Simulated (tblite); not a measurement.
**Molecular dynamics, with input and output: C₅H₇Cl (part 2 of 3)**

C₅H₇Cl (4-chloro-3-methylbut-1-yne); GFN2-xTB Langevin dynamics, gas phase (tblite 0.8.0). 

Geometry of the input (Å):
```
C  2.3420  -0.9472  0.1724
C  1.2511  -0.5505  -0.1170
C  -0.0833  -0.0718  -0.4410
C  -1.1336  -0.8619  0.3421
C  -0.1457  1.4224  -0.1211
Cl -1.6815  2.1387  -0.6819
H  3.2987  -1.3039  0.4132
H  -0.2507  -0.2118  -1.5157
H  -1.0742  -1.9172  0.0878
H  -0.9676  -0.7534  1.4120
H  -2.1286  -0.4971  0.1000
H  -0.0881  1.5912  0.9546
H  0.6573  1.9631  -0.6231
```

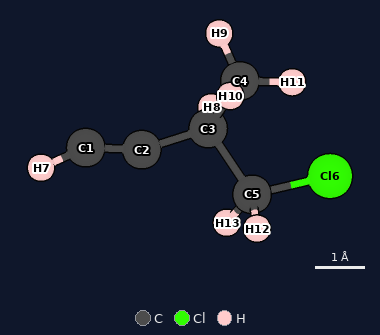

**Figure 1.** The geometry at step 21 of the log (ball-and-stick view, seen at a tilt; atoms are numbered from 1 in the order of the input).

### Trajectory as extended XYZ, continued
```
13
Properties=species:S:1:pos:R:3:forces:R:3 step=13 time_fs=325.0 energy=-509.78243 temperature=263.4
C     1.5407   -1.2694    0.8894   -2.9453   0.9296  -1.3359
C     0.4912   -0.9516    0.3521    2.5985  -0.3601   1.8687
C    -0.7408   -0.2923    0.0226   -0.6806   0.6598   1.7478
C    -1.7261   -0.4262    1.2594   -0.2221   0.0304  -0.9447
C    -0.4519    1.1496   -0.3662    0.1314   0.6426  -0.6002
Cl   -1.9767    1.8552   -1.0616    0.4707  -0.1428  -0.1260
H     2.3249   -1.5683    1.4738    1.0444  -0.5344   0.2527
H    -1.1854   -0.8279   -0.7863   -0.5645  -0.1616  -0.7651
H    -1.7582   -1.4823    1.4383   -0.0026  -0.5087   0.5502
H    -1.5691    0.1288    2.1798    0.9983  -0.0504  -0.2297
H    -2.7456   -0.1380    1.0157   -0.0379   0.0883  -0.6486
H    -0.2310    1.8813    0.4517    0.1762  -1.0457  -0.4763
H     0.3707    1.1247   -1.1458   -0.9664   0.4529   0.7070
13
Properties=species:S:1:pos:R:3:forces:R:3 step=14 time_fs=350.0 energy=-509.82300 temperature=343.9
C     1.5157   -1.3211    0.8162    2.1541  -1.5038   0.0933
C     0.4558   -0.8796    0.5521   -1.7959   1.0050  -1.0236
C    -0.7828   -0.2815    0.0757    0.9153   2.1387   1.7983
C    -1.7467   -0.3340    1.2728   -1.0769  -0.6787  -0.0937
C    -0.5037    1.2070   -0.3545    0.1767  -0.7655  -1.1867
Cl   -2.0157    1.8964   -0.9279   -0.8514   0.4210   0.0370
H     2.3476   -1.9705    0.8171    0.0692   0.3725   0.4905
H    -1.0406   -0.8452   -0.7791   -0.8465  -0.5007  -0.8695
H    -1.9153   -1.4282    1.4581    0.0619   1.0182   0.2353
H    -1.2734    0.1487    2.1415   -0.2279  -0.3446  -0.3347
H    -2.7653    0.1352    1.1302    1.2306  -0.4068  -0.1908
H    -0.1058    1.8890    0.4099   -0.0144  -0.5828  -0.1727
H     0.0769    1.2365   -1.3189    0.2053  -0.1723   1.2173
13
Properties=species:S:1:pos:R:3:forces:R:3 step=15 time_fs=375.0 energy=-509.74310 temperature=351.9
C     1.5345   -1.5671    0.7711   -0.4125   1.0131   0.3463
C     0.5979   -0.8387    0.5548   -0.8714  -0.4961   0.4057
C    -0.7745   -0.3620    0.2744    1.7799   2.0844  -0.7395
C    -1.7385   -0.2887    1.4093   -1.8349   1.1920  -0.6707
C    -0.5681    1.1453   -0.2428   -0.9569  -1.9704  -1.6115
Cl   -2.0878    1.9575   -0.7933    0.0954  -0.2496   0.3646
H     2.4390   -1.8008    1.2358    0.3950  -0.4310  -0.2485
H    -1.1701   -1.0371   -0.4601   -0.3055  -0.0137  -0.7768
H    -2.0293   -1.2626    1.6794   -0.0684  -1.0946   0.9567
H    -1.4486    0.3641    2.2265    0.1644  -0.3336   0.0554
H    -2.6943    0.1524    0.9555    1.1034  -0.3178   0.6691
H    -0.1531    1.7190    0.5312    0.5264   0.7241   0.8390
H     0.0040    1.1634   -1.1753    0.3852  -0.1068   0.4101
13
Properties=species:S:1:pos:R:3:forces:R:3 step=16 time_fs=400.0 energy=-509.77181 temperature=361.6
C     1.5622   -1.5433    0.8670   -3.1783   1.4997  -1.0057
C     0.4946   -0.9581    0.6741    1.6500  -0.7047  -0.1332
C    -0.8289   -0.2891    0.3528    0.8355  -2.0428  -0.2844
C    -1.7856   -0.4411    1.5705    1.1240   1.4945  -0.8030
C    -0.5944    1.1033   -0.2533   -1.7105  -0.5194   1.7881
Cl   -2.1204    1.9536   -0.7069   -0.1424  -0.3387  -0.1657
H     2.3923   -2.1783    0.7483    0.0463   0.1995   0.4322
H    -1.2674   -0.9726   -0.4345    0.3485   0.6059   0.4038
H    -1.8443   -1.4725    1.7890   -0.3427  -0.9787   0.1925
H    -1.3758    0.0587    2.4591   -0.3322   0.1085  -0.3658
H    -2.7238   -0.0246    1.2277   -0.2563  -0.0009   0.4936
H    -0.2895    1.6945    0.5798    0.9935   0.6975   0.2349
H    -0.0065    1.0936   -1.1208    0.9646  -0.0203  -0.7875
13
Properties=species:S:1:pos:R:3:forces:R:3 step=17 time_fs=425.0 energy=-509.63185 temperature=306.0
C     1.5075   -1.4945    0.8047    1.1563   0.1317   1.6429
C     0.4052   -1.0292    0.7299   -0.3825   0.6625  -0.9337
C    -0.8670   -0.3815    0.3784   -0.4628  -3.5369  -0.2578
C    -1.7142   -0.5793    1.6511    2.2319  -0.0402   0.7561
C    -0.6292    0.9852   -0.0641    0.1681   2.4766   0.3371
Cl   -2.0982    1.9207   -0.6046   -0.0337  -0.3975   0.2949
H     2.3800   -1.6640    1.4301   -0.6656  -0.3060  -1.1309
H    -1.3374   -0.9321   -0.4941    0.2772   0.1853   0.8038
H    -1.8495   -1.6346    1.9677   -0.1310   0.7573  -0.6627
H    -1.1076   -0.1038    2.4721   -0.8577  -0.2338  -0.5041
H    -2.5752   -0.0389    1.4416   -1.8313   0.5624   0.3472
H    -0.2288    1.5987    0.7985    0.0106  -0.4403  -1.1492
H    -0.0538    0.9844   -0.9906    0.5206   0.1789   0.4564
13
Properties=species:S:1:pos:R:3:forces:R:3 step=18 time_fs=450.0 energy=-509.58322 temperature=293.9
C     1.4827   -1.4685    1.0222    0.1669  -0.1153  -0.2602
C     0.5004   -0.9873    0.5541   -2.0141   0.4404   0.5049
C    -0.8637   -0.4370    0.4505    0.5814  -0.9076   0.2684
C    -1.6999   -0.6004    1.8101    1.2807   0.2289  -1.5788
C    -0.6052    0.9984    0.0075   -0.0349   0.4091   0.2376
Cl   -2.0824    1.8667   -0.4809   -0.3761   0.0440   0.0210
H     2.3667   -1.9659    0.9369    1.4190  -0.6015   0.3442
H    -1.2657   -0.9574   -0.4063   -0.7926  -0.3938  -0.1152
H    -1.8992   -1.6416    2.1935   -0.0295   1.2217  -1.0902
H    -1.0141   -0.1517    2.5044   -0.0490   0.2894   0.7591
H    -2.5450    0.0669    1.6316   -0.2183  -0.6434   0.5013
H    -0.2472    1.5312    0.9262    0.3040  -0.0544  -1.1885
H     0.0122    1.0172   -0.9490   -0.2375   0.0826   1.5964
13
Properties=species:S:1:pos:R:3:forces:R:3 step=19 time_fs=475.0 energy=-509.93847 temperature=405.6
C     1.5793   -1.4722    1.0483    0.4134  -0.1443   0.1791
C     0.5098   -1.1381    0.6010    0.3797   0.8519   0.5708
C    -0.7749   -0.4117    0.4501    1.2608   0.2159   0.3483
C    -1.5051   -0.5492    1.7972    0.3341   0.6086  -1.0949
C    -0.5366    1.0544    0.0197   -0.5331  -0.9512  -0.5298
Cl   -2.0773    1.8418   -0.4692    0.0488  -0.1287   0.1845
H     2.5404   -1.8125    1.4343   -1.1993   0.2165  -0.6957
H    -1.3547   -0.8939   -0.2909   -0.6999  -0.5603  -0.9562
H    -1.4875   -1.6127    1.9464   -0.9891  -0.2809   0.4544
H    -0.9288   -0.1071    2.5818    0.3600   0.3639   0.4687
H    -2.4436    0.0059    1.6961   -0.0425  -0.7879   0.3150
H    -0.1525    1.5863    0.8532    0.4683   0.6686   0.5328
H     0.0856    1.1255   -0.8726    0.1989  -0.0722   0.2231
13
Properties=species:S:1:pos:R:3:forces:R:3 step=20 time_fs=500.0 energy=-509.66118 temperature=384.9
C     1.6403   -1.5132    0.9702   -1.6044   0.3394  -0.3909
C     0.5685   -1.0531    0.6701    1.0030  -0.4664  -0.4678
C    -0.7079   -0.4555    0.3872    1.3149   3.0718   0.0684
C    -1.4209   -0.5134    1.6945   -0.0082  -0.0689   0.5899
C    -0.5197    1.0935    0.0449   -1.2754  -2.0458   0.2893
Cl   -2.0588    1.8284   -0.4526   -0.0537  -0.0242  -0.0854
H     2.2970   -2.2315    1.2884    1.1511  -0.3704   0.2939
H    -1.2841   -0.9744   -0.3371   -0.1953  -0.2955  -1.0016
H    -1.5656   -1.5755    1.7117   -0.9753  -0.3872   1.2723
H    -0.7896   -0.1605    2.5243   -0.2581  -0.2870  -0.2657
H    -2.2862    0.1235    1.6266   -0.6219  -0.3227   0.2881
H    -0.2053    1.5916    0.9225    0.3732   0.5126   0.8912
H     0.1745    1.2007   -0.7197    1.1502   0.3444  -1.4817
13
Properties=species:S:1:pos:R:3:forces:R:3 step=21 time_fs=525.0 energy=-509.62686 temperature=354.2
C     1.6172   -1.6524    0.8729    2.1927  -0.3725   0.4243
C     0.7186   -0.9213    0.6133   -2.7229   0.7882   0.1207
C    -0.6512   -0.4071    0.4560    0.1813   2.6645   0.5332
C    -1.5996   -0.4524    1.7253    0.8602  -0.5535  -1.1814
C    -0.5051    1.1567   -0.0438    1.6841  -1.3998  -0.5076
Cl   -2.0605    1.8148   -0.4490   -0.5224   0.1843  -0.2586
H     2.6384   -1.8799    1.0671   -0.4797  -0.3167  -0.1368
H    -1.1428   -0.9173   -0.3756   -0.0005   0.0245   0.0703
H    -1.9393   -1.5189    1.7328    0.1398   1.0728   0.6759
H    -1.0768   -0.1110    2.6418   -0.3426  -0.5675  -0.6364
H    -2.4401    0.2315    1.5241    0.3095  -0.5198   0.1520
H     0.0077    1.9437    0.5866   -0.4922  -1.3926  -0.0954
H     0.1309    1.0508   -0.9863   -0.8074   0.3880   0.8398
13
Properties=species:S:1:pos:R:3:forces:R:3 step=22 time_fs=550.0 energy=-509.63265 temperature=323.4
C     1.6682   -1.5405    0.7221   -0.3397  -0.0361  -0.1027
C     0.6517   -0.9164    0.7426   -0.0310  -0.0223  -0.5472
C    -0.6008   -0.2980    0.4206   -1.4626  -0.1031   0.8121
C    -1.5316   -0.2892    1.6761   -1.3520  -0.8379  -1.5020
C    -0.4683    1.0672   -0.1240    1.9339   2.7340  -1.5231
Cl   -2.0930    1.8380   -0.4534    0.7744  -0.4049  -0.2849
H     2.3792   -2.2693    0.6020    1.0719  -0.4447   0.3015
H    -1.0183   -0.8806   -0.4414   -0.1204  -0.0310   0.8618
H    -1.8366   -1.3289    1.8306    0.0299   0.0884   0.2148
H    -1.0457    0.0491    2.5618    0.3096   0.4665   0.3021
H    -2.4921    0.2724    1.4615    1.3012  -0.4354   0.3451
H     0.0395    1.8593    0.5331   -0.5433  -1.3022  -0.5538
H     0.1990    1.0175   -1.1181   -1.5718   0.3286   1.6763
13
Properties=species:S:1:pos:R:3:forces:R:3 step=23 time_fs=575.0 energy=-509.91054 temperature=402.2
C     1.6525   -1.5981    0.6020   -0.2175   0.6956   0.6327
C     0.5977   -1.0037    0.5773    1.7503  -0.5485   0.1902
C    -0.6368   -0.3101    0.4151   -2.2378   0.0144  -1.5113
C    -1.5013   -0.2083    1.7205    2.3433   0.2525  -0.3265
C    -0.4888    1.0736   -0.2398    0.5314   0.7622   1.0497
Cl   -2.0933    1.8390   -0.4802    0.1803  -0.1933  -0.2568
H     2.6352   -1.9264    0.8897   -0.8692  -0.0149  -0.4861
H    -1.2025   -0.8118   -0.4427    0.1651  -0.2635   1.2744
H    -1.4620   -1.1069    2.2853   -0.1944  -1.0891   0.0707
H    -1.0151    0.5050    2.4008   -0.2547   0.2520  -0.3866
H    -2.4889    0.0694    1.5010   -1.0480   0.3563  -0.2261
H     0.0188    1.7488    0.4552    0.1253   0.0722   0.0181
H     0.0730    1.0935   -1.1745   -0.2741  -0.2960  -0.0424
13
Properties=species:S:1:pos:R:3:forces:R:3 step=24 time_fs=600.0 energy=-509.83990 temperature=372.7
C     1.4890   -1.6425    0.6052   -0.8025   0.4594  -0.4206
C     0.5066   -0.9741    0.4273   -0.3472  -1.0927   0.2519
C    -0.8244   -0.3928    0.3896    0.2550   1.3677  -0.2502
C    -1.4141   -0.2139    1.8023    1.3393   0.1500   1.3054
C    -0.5374    1.0265   -0.2605   -2.2265  -1.2730   2.3483
Cl   -2.0965    1.8172   -0.5419   -0.2246   0.3646  -0.0854
H     2.3305   -2.2307    0.4946    0.7441  -0.2054   0.1931
H    -1.5409   -0.9316   -0.2614    0.5849  -0.0315   0.2897
H    -1.1160   -0.9982    2.5422   -0.4834  -0.0972  -1.0864
H    -0.9150    0.6442    2.2997   -0.4532   0.0378  -0.5414
H    -2.4831   -0.0677    1.8404   -0.0503  -0.0390  -0.2507
H     0.0178    1.5847    0.4510    0.4376   0.7463   0.6398
H    -0.0399    0.9951   -1.1492    1.2270  -0.3870  -2.3936
13
Properties=species:S:1:pos:R:3:forces:R:3 step=25 time_fs=625.0 energy=-509.80103 temperature=313.7
C     1.4173   -1.6680    0.6009    0.1791   0.0643   0.0826
C     0.3971   -1.0581    0.4262   -0.3784   0.0900   0.0784
C    -0.8762   -0.2899    0.4748    1.8359   0.0217  -2.0653
C    -1.2888   -0.1845    1.8520   -1.7227  -1.2511   3.4255
C    -0.6408    1.0472   -0.2376   -0.2573  -0.8223  -0.5859
Cl   -2.1920    1.8203   -0.6820    0.1244   0.1277   0.2840
H     2.3513   -2.1612    0.7735   -0.6767   0.2717  -0.2840
H    -1.7112   -0.7518    0.0025   -0.1911  -0.9964  -1.0348
H    -0.9786   -1.1113    2.4043   -0.5474   0.4557  -0.4365
H    -0.9172    0.5817    2.4826    0.7202   1.1273   0.0717
H    -2.3944   -0.1039    1.9174    0.5222  -0.0872   0.0827
H    -0.0543    1.6468    0.4203    0.2724   0.8775   0.1887
H    -0.1410    0.8704   -1.1956    0.1193   0.1211   0.1929
13
Properties=species:S:1:pos:R:3:forces:R:3 step=26 time_fs=650.0 energy=-509.77676 temperature=285.0
C     1.3184   -1.7497    0.6082   -1.7643   1.3053  -0.4089
C     0.3670   -1.0024    0.4928    1.1032  -1.5094  -0.2180
C    -0.8730   -0.2662    0.4695   -1.3781   0.9550  -0.4165
C    -1.3481   -0.1150    1.9533    0.1247   3.8534  -1.1942
C    -0.6943    1.0972   -0.3507    1.0807  -0.6153   0.6474
Cl   -2.2819    1.8625   -0.7433    0.7201  -0.2654   0.3344
H     2.1181   -2.4126    0.5514    0.3742  -0.0750   0.1558
H    -1.7477   -0.7517   -0.0350    1.0263  -0.3731   0.0712
H    -1.3081   -1.0107    2.4732   -0.2289  -1.4432   0.6515
H    -0.6800    0.6266    2.4514   -0.0691  -0.6479  -0.1403
H    -2.3329    0.4299    1.9986    0.6435  -1.0618  -0.1531
H    -0.0595    1.7279    0.3243   -0.7481   0.0699  -0.6969
H    -0.1262    0.9813   -1.3404   -0.8843  -0.1925   1.3674
13
Properties=species:S:1:pos:R:3:forces:R:3 step=27 time_fs=675.0 energy=-509.85275 temperature=352.9
C     1.1741   -1.8100    0.5012    2.5489  -2.3782   0.1122
C     0.3743   -0.9533    0.4778   -2.4045   1.7237  -0.0065
C    -0.8326   -0.1744    0.4801   -2.4065   0.8219   0.3945
C    -1.3599    0.1525    1.9291    2.3265   0.0504   0.4033
C    -0.7169    1.0701   -0.3964    2.2444   0.4224  -0.9613
Cl   -2.2720    1.8927   -0.7602    0.5868  -0.1973   0.4171
H     1.9717   -2.5042    0.5364   -0.1503   0.2542  -0.0399
H    -1.6941   -0.7194    0.0225    0.7058  -0.2860   0.1012
H    -1.8380   -0.7244    2.3642   -0.0619   0.2800  -0.1488
H    -0.4695    0.4057    2.5870   -0.7863  -0.4300  -0.6387
H    -1.9613    1.0437    1.9883   -0.5046  -0.0875  -0.4073
H     0.0932    1.7626    0.0227   -1.4196  -0.3566  -0.2647
H    -0.2783    0.7740   -1.4108   -0.6788   0.1831   1.0390
13
Properties=species:S:1:pos:R:3:forces:R:3 step=28 time_fs=700.0 energy=-509.95618 temperature=397.6
C     1.2297   -1.6818    0.4334   -0.2570   0.2513  -0.0828
C     0.2221   -1.0323    0.3972    0.2695   0.3121   0.2740
C    -0.8890   -0.1065    0.4239   -1.3958   0.4102   0.9597
C    -1.3441    0.3713    1.8652   -0.1201  -2.1669  -0.5280
C    -0.6718    1.0917   -0.4702    1.4099   1.2332   0.0797
Cl   -2.2196    1.9309   -0.7905    0.1609  -0.2510  -0.3306
H     2.1111   -2.2448    0.4054    0.0074  -0.1849   0.0241
H    -1.7881   -0.5612    0.0011    0.0423  -0.5527  -0.0950
H    -2.0845   -0.3854    2.2809    0.7510   1.1205  -0.5136
H    -0.5106    0.3757    2.5300    0.6534   0.0352   0.4281
H    -1.7449    1.3553    1.8189   -0.5296   0.4246  -0.0891
H    -0.0351    1.8993   -0.0366   -0.2975  -0.6022   0.2235
H    -0.1076    0.8038   -1.3639   -0.6945  -0.0294  -0.3501
```
